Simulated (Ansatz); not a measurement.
Cl2H2Se2Sn (SMILES [Cl][Sn]([Cl])([SeH])[SeH])

```yaml
atoms:
  - { symbol: Cl, position_ang: [-0.7082, -2.6323, -0.4076] }
  - { symbol: Cl, position_ang: [1.6513, -0.9535, 1.9846] }
  - { symbol: Se, position_ang: [-1.6020, 0.9569, 1.2295] }
  - { symbol: Se, position_ang: [1.2779, 0.3404, -1.8296] }
  - { symbol: Sn, position_ang: [0.1493, -0.5510, 0.2348] }
  - { symbol: H, position_ang: [-2.2125, 1.1393, -0.0990] }
  - { symbol: H, position_ang: [1.5055, 1.6322, -1.1584] }
```

Geometry: PBE0-D4/def2-SVP; core potentials replace the inner electrons of Sn.

Computed with isolated molecule in a Gaussian basis; Kohn-Sham density functional theory, functional PBE0 in Ansatz 0.2.0.

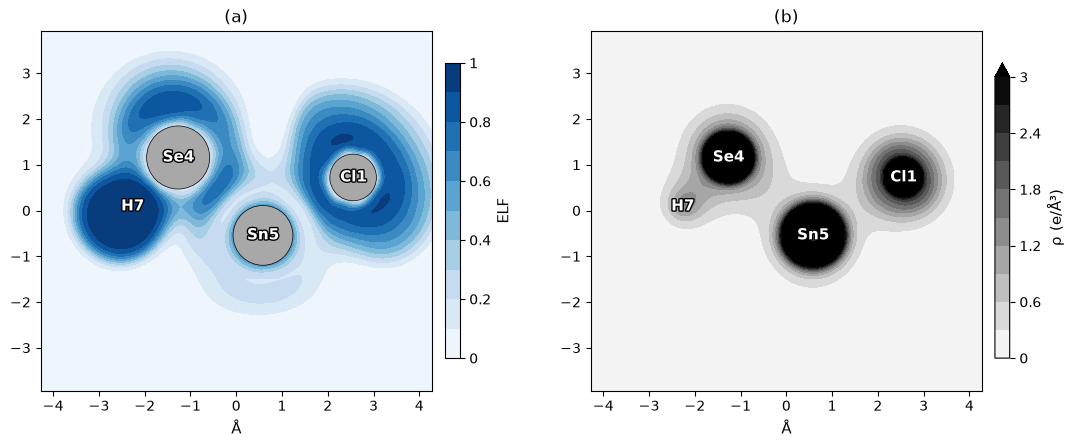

Figure 1. (a) electron localisation function; (b) electron density on the plane of atoms Cl1, Sn5 and Se4. Grey discs cover the atomic cores in the ELF map.

Question: Interpret the plot.

Answer: The plane passes through Cl, Se, Sn and H nuclei. Sn–Cl (2.34 Å): ρ is about 0.55 e/Å³ halfway; the ELF peaks at about 0.85 in the valence shell of Cl, 0.8 Å from its nucleus, and drops to about 0.15 between the two atoms. Sn–Se (2.52 Å): ρ is about 0.52 e/Å³ halfway; the ELF peaks at about 0.75 in the valence shell of Se, 1.1 Å from its nucleus, and drops to about 0.20 between the two atoms. Se–H (1.47 Å): the density is about 1.3 e/Å³ at the midpoint; the ELF climbs to about 1 towards the hydrogen, as it does in any bond to H. The ELF also peaks beside Cl1 and Se4, away from the bonds: lone-pair regions.

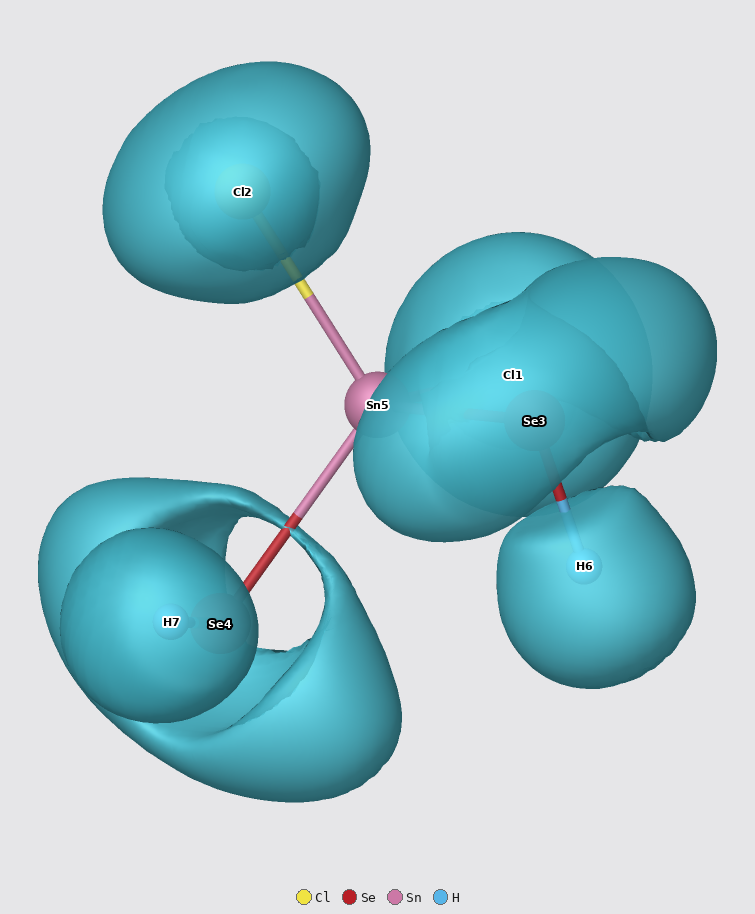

Figure 2. Isosurface of the electron localisation function at 0.75 (cyan), seen at an oblique angle. Core shells and regions of very low density are left out.

Question: Where are the electrons localised?

Answer: At this value the surface marks out two regions around hydrogen nuclei, two regions wrapped around Cl (the valence shell of each) and two regions wrapped around Se (the valence shell of each).

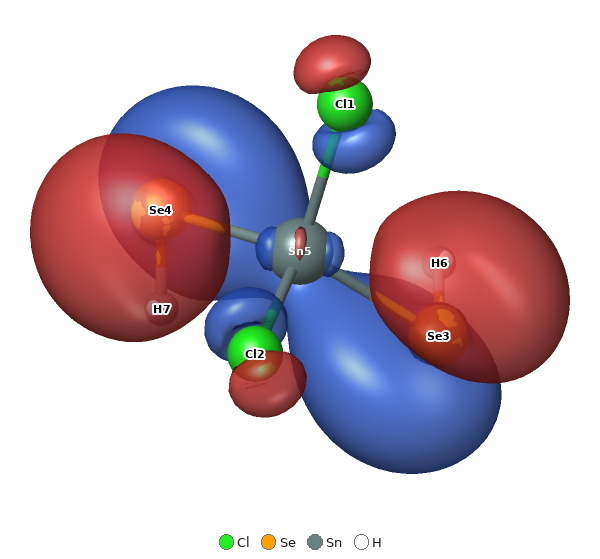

Figure 3. The HOMO−1 at ±0.06 Å⁻³ᐟ² (blue and red are the two phases), seen from one side.

Question: What is the character of this orbital?

Answer: By Hirshfeld shares it lies mainly on Se3 (about 45 %), Se4 (about 45 %) and Sn5 (about 10 %). Its energy is −7.95 eV.
